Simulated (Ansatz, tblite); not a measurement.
# Ga(CO)H3 (CH3GaO): rung by rung

Aim: run the singlet of Ga(CO)H3 (CH3GaO) at one geometry on many levels, and compare frontier levels, spin and run time.

Program: Ansatz 0.2.0, Gaussian basis. Level of theory: as each input shows. These are calculated values, not measurements.

Plan: GFN1-xTB, GFN2-xTB, PBE-D4/def2-TZVP, r2SCAN-D4/def2-TZVP, HF/def2-TZVP, BLYP-D4/def2-TZVP, ωB97X-V/def2-TZVP, LDA/def2-TZVP, BHLYP-D4/def2-TZVP, r2SCANh-D4/def2-TZVP, PBE-QIDH/def2-TZVP, PBE-D4/def2-SVP, PBE0-D4/def2-SVP, HF/STO-3G, HF/6-31G, B3LYP-D4/6-31G, CCSD(T)/def2-TZVPP, MP2/def2-TZVP, RPA/def2-TZVP.

## 1. The geometry

The singlet was relaxed beforehand with PBE0-D4/def2-TZVP.

6 atoms, charge 0, spin multiplicity 1.

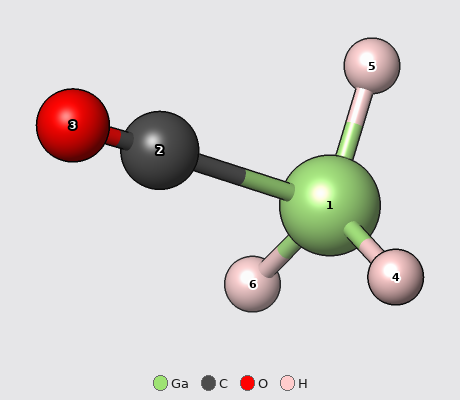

The geometry (gallium green, carbon dark grey, oxygen red, hydrogen pink); atoms are numbered from 1 in the order of the file.

PBE0-D4/def2-TZVP was run before; its log isn't repeated, and its numbers join the tables.

## 2. GFN1-xTB

Tight binding, by tblite at 300 K electronic temperature and without a spin-polarisation term:

```python
tblite.interface.Calculator('GFN1-xTB', numbers, positions, charge=0, uhf=0).singlepoint()
```

Energy -264.1565 eV, HOMO -12.43 eV, LUMO -9.23 eV; 0.005 s.

## 3. GFN2-xTB

Tight binding, by tblite at 300 K electronic temperature and without a spin-polarisation term:

```python
tblite.interface.Calculator('GFN2-xTB', numbers, positions, charge=0, uhf=0).singlepoint()
```

Energy -240.5896 eV, HOMO -11.79 eV, LUMO -9.54 eV; 0.003 s.

## 4. PBE-D4/def2-TZVP

start.molden holds the orbitals of an earlier run on this state, given as this run's starting guess.

The input, in.yaml:

```yaml
crystal:
  periodic: [false, false, false]
  atoms:
    - {symbol: Ga, position_ang: [-0.012696, 0.004169, -0.858627]}
    - {symbol: C, position_ang: [0.014500, 0.010286, 1.357743]}
    - {symbol: O, position_ang: [0.037984, -0.015867, 2.476619]}
    - {symbol: H, position_ang: [1.553983, 0.005402, -1.003994]}
    - {symbol: H, position_ang: [-0.802453, 1.355491, -1.008590]}
    - {symbol: H, position_ang: [-0.791328, -1.359479, -0.963151]}
basis:
  gaussian: {orbitals: def2-TZVP, initial_orbitals: start.molden}
hamiltonian: {xc: pbe, dispersion: d4}
scf: {omitted_lower_state_checks: [starts]}
output: {orbitals: {seedname: orbitals}}
```

The run is started by

```sh
$ ansatz run in.yaml --threads 4 --pin off --events-out ev --progress --plain --max-ram 3916MiB
```

Standard output:

```text
Functional definition: PBE
  name "PBE"
  cite "Perdew, Burke & Ernzerhof, Phys. Rev. Lett. 77, 3865 (1996) doi:10.1103/PhysRevLett.77.3865"
  parent pbe
  parameter kappa = 0.804
  parameter beta = 0.06672455060314922
  exchange = pbe_x(kappa = kappa, mu = beta*pi^2/3)
  correlation = pbe_c(beta = beta)
these checks for a lower state are left out or cut short: starts
831 factors; their error is unknown
mean field evaluation 1: about -55499.3860 eV, gradient 1.0e1 eV
mean field evaluation 2: about -55499.4995 eV, gradient 1.4e-1 eV
mean field evaluation 4: about -55499.4867 eV, gradient 2.9e-4 eV
mean field -55499.48666429 eV, -2039.5685160095 hartree, gradient 2.1e-5 eV, S^2 0.000000; 0 other end points of the search recorded, 0 dependent functions left out
reference -55499.48670234 eV, -2039.5685174079 hartree; 24, 24 occupied and 104, 104 virtual orbitals, 831 factors
Total energy: -55499.57611925 eV, -2039.5718034187 hartree
Checks for a lower state left out: starts
```

It took 1.4 s on 4 threads of Arm Neoverse V1, shared host.

Report: HOMO -7.14 eV, LUMO -3.01 eV.

## 5. r2SCAN-D4/def2-TZVP

Edit in.yaml of step 4 so:

```diff
@@ -11,3 +11,3 @@
   gaussian: {orbitals: def2-TZVP, initial_orbitals: start.molden}
-hamiltonian: {xc: pbe, dispersion: d4}
+hamiltonian: {xc: r2scan, dispersion: d4}
 scf: {omitted_lower_state_checks: [starts]}
```

Same command.

Standard output:

```text
Functional definition: r2SCAN
  name "r2SCAN"
  cite "Furness, Kaplan, Ning, Perdew & Sun, J. Phys. Chem. Lett. 11, 8208 (2020) doi:10.1021/acs.jpclett.0c02405"
  cite "Furness, Kaplan, Ning, Perdew & Sun, J. Phys. Chem. Lett. 11, 9248 (2020) doi:10.1021/acs.jpclett.0c03077"
  parent r2scan
  parameter k0 = 0.174
  parameter k1 = 0.065
  parameter a1 = 4.9479
  exchange = r2scan_x(k0 = k0, k1 = k1, a1 = a1)
  correlation = r2scan_c
these checks for a lower state are left out or cut short: starts
831 factors; their error is unknown
mean field evaluation 1: about -55509.0948 eV, gradient 6.1e0 eV
mean field evaluation 2: about -55509.1331 eV, gradient 6.5e-2 eV
mean field evaluation 4: about -55509.1208 eV, gradient 7.9e-5 eV
mean field -55509.12082566 eV, -2039.9225649096 hartree, gradient 2.1e-5 eV, S^2 0.000000; 0 other end points of the search recorded, 0 dependent functions left out
reference -55509.12083684 eV, -2039.9225653204 hartree; 24, 24 occupied and 104, 104 virtual orbitals, 831 factors
Total energy: -55509.14149153 eV, -2039.9233243662 hartree
Checks for a lower state left out: starts
```

Run time: 1.6 s. Hardware: 4 threads of Arm Neoverse V1, shared host.

Report: HOMO -7.45 eV, LUMO -2.83 eV.

## 6. HF/def2-TZVP

Edit in.yaml of step 5 so:

```diff
@@ -11,4 +11,4 @@
   gaussian: {orbitals: def2-TZVP, initial_orbitals: start.molden}
-hamiltonian: {xc: r2scan, dispersion: d4}
+hamiltonian: {xc: hf}
 scf: {omitted_lower_state_checks: [starts]}
-output: {orbitals: {seedname: orbitals}}
+output: {forces: true, orbitals: {seedname: orbitals}}
```

Launched as before.

Standard output, cut to the lines that bear on the results:

```text
Functional definition: HF
  name "HF"
  cite "Fock, Z. Phys. 61, 126 (1930) doi:10.1007/BF01340294"
  parent pbe
[...]
1029 factors; their error is unknown
[...]
mean field -55450.02104740 eV, -2037.7506881178 hartree, gradient 2.4e-5 eV, S^2 0.000000; 0 other end points of the search recorded, 0 dependent functions left out
[...]
reference -55450.02104740 eV, -2037.7506881178 hartree; 24, 24 occupied and 104, 104 virtual orbitals, 1029 factors
Total energy: -55450.02104740 eV, -2037.7506881178 hartree
Atom 0 at    -0.012696     0.004169    -0.858627 Å, force    -0.006502    -0.007744    -0.631053 eV/Å
Atom 1 at     0.014500     0.010286     1.357743 Å, force     0.084546    -0.089232     4.142976 eV/Å
Atom 2 at     0.037984    -0.015867     2.476619 Å, force    -0.074417     0.091999    -3.312160 eV/Å
Atom 3 at     1.553983     0.005402    -1.003994 Å, force     0.135720     0.000677    -0.069829 eV/Å
Atom 4 at    -0.802453     1.355491    -1.008590 Å, force    -0.071307     0.121340    -0.061067 eV/Å
Atom 5 at    -0.791328    -1.359479    -0.963151 Å, force    -0.068040    -0.117040    -0.068867 eV/Å
Dipole moment:     0.002715     0.007108     0.382181 e Å
Checks for a lower state left out: starts
```

It took 0.76 s on 4 threads of Arm Neoverse V1, shared host.

From the report: HOMO -11.38 eV, LUMO 2.21 eV.

## 7. BLYP-D4/def2-TZVP

Edit in.yaml of step 6 so:

```diff
@@ -11,4 +11,4 @@
   gaussian: {orbitals: def2-TZVP, initial_orbitals: start.molden}
-hamiltonian: {xc: hf}
+hamiltonian: {xc: {name: BLYP}, dispersion: d4}
 scf: {omitted_lower_state_checks: [starts]}
-output: {forces: true, orbitals: {seedname: orbitals}}
+output: {orbitals: {seedname: orbitals}}
```

Same command.

Standard output:

```text
Functional definition: BLYP
  name "BLYP"
  cite "Becke, Phys. Rev. A 38, 3098 (1988) doi:10.1103/PhysRevA.38.3098"
  cite "Lee, Yang & Parr, Phys. Rev. B 37, 785 (1988) doi:10.1103/PhysRevB.37.785"
  parameter beta = 0.0042
  parameter a = 0.04918
  parameter b = 0.132
  parameter c = 0.2533
  parameter d = 0.349
  exchange = b88_x(beta = beta)
  correlation = lyp_c(a = a, b = b, c = c, d = d)
these checks for a lower state are left out or cut short: starts
831 factors; their error is unknown
mean field evaluation 1: about -55512.2177 eV, gradient 1.3e1 eV
mean field evaluation 2: about -55512.4004 eV, gradient 1.8e-1 eV
mean field evaluation 4: about -55512.3878 eV, gradient 5.0e-4 eV
mean field -55512.38782044 eV, -2040.0426247534 hartree, gradient 2.3e-5 eV, S^2 0.000000; 0 other end points of the search recorded, 0 dependent functions left out
reference -55512.38815132 eV, -2040.0426369127 hartree; 24, 24 occupied and 104, 104 virtual orbitals, 831 factors
Total energy: -55512.58459880 eV, -2040.0498562245 hartree
Checks for a lower state left out: starts
```

Run time: 0.8 s. Hardware: 4 threads of Arm Neoverse V1, shared host.

HOMO -7.05 eV, LUMO -2.91 eV.

## 8. ωB97X-V/def2-TZVP

Edit in.yaml of step 7 so:

```diff
@@ -11,3 +11,3 @@
   gaussian: {orbitals: def2-TZVP, initial_orbitals: start.molden}
-hamiltonian: {xc: {name: BLYP}, dispersion: d4}
+hamiltonian: {xc: {name: wB97X-V}}
 scf: {omitted_lower_state_checks: [starts]}
```

The command is unchanged.

Standard output, cut to the lines that bear on the results:

```text
Functional definition: wB97X-V
  name "wB97X-V"
  cite "Mardirossian & Head-Gordon, Phys. Chem. Chem. Phys. 16, 9904 (2014) doi:10.1039/C3CP54374A"
  cite "Becke, J. Chem. Phys. 107, 8554 (1997) doi:10.1063/1.475007"
  cite "Vydrov & Van Voorhis, J. Chem. Phys. 133, 244103 (2010) doi:10.1063/1.3521275"
[...]
      + integral(e_c_pw_opposite_spin*poly(b97_u_opposite, cos0, cos1)) + vv10(b, c)
[...]
866 factors; their error is unknown
210 factors; integrals over basis functions are off by at most 1.3e-5 eV
[...]
mean field -55505.29363544 eV, -2039.7819182632 hartree, gradient 2.3e-5 eV, S^2 0.000000; 0 other end points of the search recorded, 0 dependent functions left out
reference -55505.29363356 eV, -2039.7819181940 hartree; 24, 24 occupied and 104, 104 virtual orbitals, 866 factors
Total energy: -55505.29363356 eV, -2039.7819181940 hartree
Checks for a lower state left out: starts
```

It took 2.8 s on 4 threads of Arm Neoverse V1, shared host.

HOMO -10.72 eV, LUMO 0.46 eV.

## 9. LDA/def2-TZVP

Edit in.yaml of step 8 so:

```diff
@@ -11,3 +11,3 @@
   gaussian: {orbitals: def2-TZVP, initial_orbitals: start.molden}
-hamiltonian: {xc: {name: wB97X-V}}
+hamiltonian: {xc: lda}
 scf: {omitted_lower_state_checks: [starts]}
```

The command is unchanged.

Standard output:

```text
Functional definition: SPW92
  name "SPW92"
  cite "Dirac, Proc. Camb. Phil. Soc. 26, 376 (1930) doi:10.1017/S0305004100016108"
  cite "Slater, Phys. Rev. 81, 385 (1951) doi:10.1103/PhysRev.81.385"
  cite "Perdew & Wang, Phys. Rev. B 45, 13244 (1992) doi:10.1103/PhysRevB.45.13244"
  exchange = slater_x
  correlation = pw_c
these checks for a lower state are left out or cut short: starts
831 factors; their error is unknown
mean field evaluation 1: about -55403.2593 eV, gradient 3.5e1 eV
mean field evaluation 2: about -55403.6046 eV, gradient 6.6e-1 eV
mean field evaluation 4: about -55403.5958 eV, gradient 9.9e-2 eV
mean field -55403.59578149 eV, -2036.0445910638 hartree, gradient 2.3e-5 eV, S^2 0.000000; 0 other end points of the search recorded, 0 dependent functions left out
reference -55403.59581728 eV, -2036.0445923789 hartree; 24, 24 occupied and 104, 104 virtual orbitals, 831 factors
Total energy: -55403.59581728 eV, -2036.0445923789 hartree
Checks for a lower state left out: starts
```

Run time: 0.55 s. Hardware: 4 threads of Arm Neoverse V1, shared host.

Report: HOMO -7.24 eV, LUMO -3.22 eV.

## 10. BHLYP-D4/def2-TZVP

Edit in.yaml of step 9 so:

```diff
@@ -11,3 +11,3 @@
   gaussian: {orbitals: def2-TZVP, initial_orbitals: start.molden}
-hamiltonian: {xc: lda}
+hamiltonian: {xc: {name: BHLYP}, dispersion: d4}
 scf: {omitted_lower_state_checks: [starts]}
```

Same command.

Standard output:

```text
Functional definition: BHLYP
  name "BHLYP"
  cite "Becke, J. Chem. Phys. 98, 1372 (1993) doi:10.1063/1.464304"
  cite "Becke, Phys. Rev. A 38, 3098 (1988) doi:10.1103/PhysRevA.38.3098"
  cite "Lee, Yang & Parr, Phys. Rev. B 37, 785 (1988) doi:10.1103/PhysRevB.37.785"
  parameter a = 0.5
  exchange = (1 - a)*b88_x + a*exact_x
  correlation = lyp_c
these checks for a lower state are left out or cut short: starts
983 factors; their error is unknown
mean field evaluation 1: about -55508.2082 eV, gradient 8.6e0 eV
mean field evaluation 2: about -55508.3030 eV, gradient 1.6e-1 eV
mean field evaluation 4: about -55508.7146 eV, gradient 8.1e-4 eV
mean field -55508.71456366 eV, -2039.9076350565 hartree, gradient 1.1e-5 eV, S^2 0.000000; 0 other end points of the search recorded, 0 dependent functions left out
reference -55508.71472883 eV, -2039.9076411261 hartree; 24, 24 occupied and 104, 104 virtual orbitals, 983 factors
Total energy: -55508.83192000 eV, -2039.9119478222 hartree
Checks for a lower state left out: starts
```

It took 1.1 s on 4 threads of Arm Neoverse V1, shared host.

From the report: HOMO -9.50 eV, LUMO -0.71 eV.

## 11. r2SCANh-D4/def2-TZVP

Edit in.yaml of step 10 so:

```diff
@@ -11,3 +11,3 @@
   gaussian: {orbitals: def2-TZVP, initial_orbitals: start.molden}
-hamiltonian: {xc: {name: BHLYP}, dispersion: d4}
+hamiltonian: {xc: {name: r2SCANh}, dispersion: d4}
 scf: {omitted_lower_state_checks: [starts]}
```

The command is unchanged.

Standard output, cut to the lines that bear on the results:

```text
Functional definition: r2SCANh
  name "r2SCANh"
  cite "Bursch, Neugebauer, Ehlert & Grimme, J. Chem. Phys. 156, 134105 (2022) doi:10.1063/5.0086040"
  cite "Furness, Kaplan, Ning, Perdew & Sun, J. Phys. Chem. Lett. 11, 8208 (2020) doi:10.1021/acs.jpclett.0c02405"
  cite "Furness, Kaplan, Ning, Perdew & Sun, J. Phys. Chem. Lett. 11, 9248 (2020) doi:10.1021/acs.jpclett.0c03077"
  parent r2scan
[...]
854 factors; their error is unknown
[...]
mean field -55508.60104297 eV, -2039.9034632481 hartree, gradient 9.4e-6 eV, S^2 0.000000; 0 other end points of the search recorded, 0 dependent functions left out
reference -55508.60105325 eV, -2039.9034636257 hartree; 24, 24 occupied and 104, 104 virtual orbitals, 854 factors
Total energy: -55508.62326108 eV, -2039.9042797486 hartree
Checks for a lower state left out: starts
```

Wall time 1.8 s (4 threads of Arm Neoverse V1, shared host).

Report: HOMO -7.89 eV, LUMO -2.42 eV.

## 12. PBE-QIDH/def2-TZVP

Edit in.yaml of step 11 so:

```diff
@@ -11,4 +11,3 @@
   gaussian: {orbitals: def2-TZVP, initial_orbitals: start.molden}
-hamiltonian: {xc: {name: r2SCANh}, dispersion: d4}
+hamiltonian: {xc: {name: PBE-QIDH}}
 scf: {omitted_lower_state_checks: [starts]}
-output: {orbitals: {seedname: orbitals}}
```

Launched as before.

Standard output, cut to the lines that bear on the results:

```text
Functional definition: PBE-QIDH
  name "PBE-QIDH"
  cite "Brémond, Sancho-García, Pérez-Jiménez & Adamo, J. Chem. Phys. 141, 031101 (2014) doi:10.1063/1.4890314"
  cite "Perdew, Burke & Ernzerhof, Phys. Rev. Lett. 77, 3865 (1996) doi:10.1103/PhysRevLett.77.3865"
[...]
878 factors; integrals over basis functions are off by at most 1.4e-3 eV
[...]
mean field -55484.64958891 eV, -2039.0232635461 hartree, gradient 2.6e-6 eV, S^2 0.000000; 0 other end points of the search recorded, 0 dependent functions left out
11 core orbitals not correlated: weight in the atoms' cores, before any rotation towards them, 1.000 or more for the frozen orbitals, at most 0.000 for the correlated occupied ones
reference -55484.64960034 eV, -2039.0232639661 hartree; 13, 13 occupied and 104, 104 virtual orbitals, 878 factors
second order -18.63338346 eV of doubles, -0.00000000 eV of singles
Total energy: -55490.86072816 eV, -2039.2515187035 hartree
Checks for a lower state left out: starts
```

It took 1.6 s on 4 threads of Arm Neoverse V1, shared host.

## 13. PBE-D4/def2-SVP

Edit in.yaml of step 12 so:

```diff
@@ -10,4 +10,5 @@
 basis:
-  gaussian: {orbitals: def2-TZVP, initial_orbitals: start.molden}
-hamiltonian: {xc: {name: PBE-QIDH}}
+  gaussian: {orbitals: def2-SVP, initial_orbitals: start.molden}
+hamiltonian: {xc: pbe, dispersion: d4}
 scf: {omitted_lower_state_checks: [starts]}
+output: {orbitals: {seedname: orbitals}}
```

The command is unchanged.

Standard output:

```text
Functional definition: PBE
  name "PBE"
  cite "Perdew, Burke & Ernzerhof, Phys. Rev. Lett. 77, 3865 (1996) doi:10.1103/PhysRevLett.77.3865"
  parent pbe
  parameter kappa = 0.804
  parameter beta = 0.06672455060314922
  exchange = pbe_x(kappa = kappa, mu = beta*pi^2/3)
  correlation = pbe_c(beta = beta)
these checks for a lower state are left out or cut short: starts
830 factors; their error is unknown
mean field evaluation 1: about -55488.9381 eV, gradient 7.7e0 eV
mean field evaluation 2: about -55489.0907 eV, gradient 1.5e-1 eV
mean field evaluation 4: about -55489.0591 eV, gradient 3.4e-4 eV
mean field -55489.05905020 eV, -2039.1853082598 hartree, gradient 1.9e-5 eV, S^2 0.000000; 0 other end points of the search recorded, 0 dependent functions left out
reference -55489.05908517 eV, -2039.1853095447 hartree; 24, 24 occupied and 51, 51 virtual orbitals, 830 factors
Total energy: -55489.14850208 eV, -2039.1885955556 hartree
Checks for a lower state left out: starts
```

It took 0.51 s on 4 threads of Arm Neoverse V1, shared host.

Report: HOMO -7.06 eV, LUMO -2.95 eV.

## 14. PBE0-D4/def2-SVP

Edit in.yaml of step 13 so:

```diff
@@ -11,3 +11,3 @@
   gaussian: {orbitals: def2-SVP, initial_orbitals: start.molden}
-hamiltonian: {xc: pbe, dispersion: d4}
+hamiltonian: {xc: pbe0, dispersion: d4}
 scf: {omitted_lower_state_checks: [starts]}
```

Launched as before.

Standard output:

```text
Functional definition: PBE0
  name "PBE0"
  cite "Adamo & Barone, J. Chem. Phys. 110, 6158 (1999) doi:10.1063/1.478522"
  cite "Perdew, Burke & Ernzerhof, Phys. Rev. Lett. 77, 3865 (1996) doi:10.1103/PhysRevLett.77.3865"
  parent pbe
  parameter a = 0.25
  parameter kappa = 0.804
  parameter beta = 0.06672455060314922
  exchange = (1 - a)*pbe_x(kappa = kappa, mu = beta*pi^2/3) + a*exact_x
  correlation = pbe_c(beta = beta)
these checks for a lower state are left out or cut short: starts
752 factors; integrals over basis functions are off by at most 1.5e-3 eV
mean field evaluation 1: about -55490.0080 eV, gradient 4.9e0 eV
mean field evaluation 2: about -55490.0578 eV, gradient 3.9e-2 eV
mean field evaluation 4: about -55490.1628 eV, gradient 9.5e-4 eV
mean field -55490.16278867 eV, -2039.2258699002 hartree, gradient 2.3e-5 eV, S^2 0.000000; 0 other end points of the search recorded, 0 dependent functions left out
reference -55490.16281464 eV, -2039.2258708549 hartree; 24, 24 occupied and 51, 51 virtual orbitals, 752 factors
Total energy: -55490.23814131 eV, -2039.2286390588 hartree
Checks for a lower state left out: starts
```

It took 0.75 s on 4 threads of Arm Neoverse V1, shared host.

HOMO -8.28 eV, LUMO -1.88 eV.

## 15. HF/STO-3G

Edit in.yaml of step 14 so:

```diff
@@ -10,4 +10,4 @@
 basis:
-  gaussian: {orbitals: def2-SVP, initial_orbitals: start.molden}
-hamiltonian: {xc: pbe0, dispersion: d4}
+  gaussian: {orbitals: STO-3G}
+hamiltonian: {xc: hf}
 scf: {omitted_lower_state_checks: [starts]}
```

The command is unchanged.

Standard output:

```text
Functional definition: HF
  name "HF"
  cite "Fock, Z. Phys. 61, 126 (1930) doi:10.1007/BF01340294"
  parent pbe
  exchange = exact_x
  correlation = 0
these checks for a lower state are left out or cut short: starts
357 factors; integrals over basis functions are off by at most 6.5e-5 eV
mean field evaluation 1: about -54797.0848 eV, gradient 2.4e1 eV
mean field evaluation 2: about -54797.0976 eV, gradient 2.4e1 eV
mean field evaluation 4: about -54799.1585 eV, gradient 2.3e0 eV
mean field evaluation 8: about -54799.2081 eV, gradient 5.1e-2 eV
mean field -54799.20707147 eV, -2013.8337156399 hartree, gradient 1.9e-5 eV, S^2 0.000000; 0 other end points of the search recorded, 0 dependent functions left out
reference -54799.20707147 eV, -2013.8337156399 hartree; 24, 24 occupied and 7, 7 virtual orbitals, 357 factors
Total energy: -54799.20707147 eV, -2013.8337156399 hartree
Checks for a lower state left out: starts
```

It took 0.15 s on 4 threads of Arm Neoverse V1, shared host.

From the report: HOMO -6.47 eV, LUMO 5.84 eV.

## 16. HF/6-31G

Edit in.yaml of step 15 so:

```diff
@@ -10,3 +10,3 @@
 basis:
-  gaussian: {orbitals: STO-3G}
+  gaussian: {orbitals: 6-31G}
 hamiltonian: {xc: hf}
```

Launched as before.

Standard output:

```text
Functional definition: HF
  name "HF"
  cite "Fock, Z. Phys. 61, 126 (1930) doi:10.1007/BF01340294"
  parent pbe
  exchange = exact_x
  correlation = 0
these checks for a lower state are left out or cut short: starts
553 factors; integrals over basis functions are off by at most 6.0e-4 eV
mean field evaluation 1: about -55435.9827 eV, gradient 2.6e1 eV
mean field evaluation 2: about -55435.9984 eV, gradient 2.6e1 eV
mean field evaluation 4: about -55437.6471 eV, gradient 2.5e0 eV
mean field evaluation 8: about -55437.6704 eV, gradient 6.6e-5 eV
mean field -55437.67038236 eV, -2037.2968095491 hartree, gradient 1.4e-5 eV, S^2 0.000000; 0 other end points of the search recorded, 0 dependent functions left out
reference -55437.67038236 eV, -2037.2968095491 hartree; 24, 24 occupied and 29, 29 virtual orbitals, 553 factors
Total energy: -55437.67038236 eV, -2037.2968095491 hartree
Checks for a lower state left out: starts
```

Run time: 0.25 s. Hardware: 4 threads of Arm Neoverse V1, shared host.

HOMO -11.33 eV, LUMO 2.12 eV.

## 17. B3LYP-D4/6-31G

Edit in.yaml of step 16 so:

```diff
@@ -11,3 +11,3 @@
   gaussian: {orbitals: 6-31G}
-hamiltonian: {xc: hf}
+hamiltonian: {xc: {name: B3LYP}, dispersion: d4}
 scf: {omitted_lower_state_checks: [starts]}
```

The command is unchanged.

Standard output, cut to the lines that bear on the results:

```text
Functional definition: B3LYP
  name "B3LYP"
  cite "Stephens, Devlin, Chabalowski & Frisch, J. Phys. Chem. 98, 11623 (1994) doi:10.1021/j100096a001"
  cite "Becke, Phys. Rev. A 38, 3098 (1988) doi:10.1103/PhysRevA.38.3098"
  cite "Lee, Yang & Parr, Phys. Rev. B 37, 785 (1988) doi:10.1103/PhysRevB.37.785"
  cite "Vosko, Wilk & Nusair, Can. J. Phys. 58, 1200 (1980) doi:10.1139/p80-159"
[...]
553 factors; integrals over basis functions are off by at most 6.0e-4 eV
[...]
mean field -55500.43826798 eV, -2039.6034867999 hartree, gradient 8.3e-5 eV, S^2 0.000000; 0 other end points of the search recorded, 0 dependent functions left out
reference -55500.43851471 eV, -2039.6034958671 hartree; 24, 24 occupied and 29, 29 virtual orbitals, 553 factors
Total energy: -55500.58427194 eV, -2039.6088523465 hartree
Checks for a lower state left out: starts
```

Wall time 0.66 s (4 threads of Arm Neoverse V1, shared host).

Report: HOMO -8.12 eV, LUMO -2.29 eV.

(Part 1 of 2 ends here.)
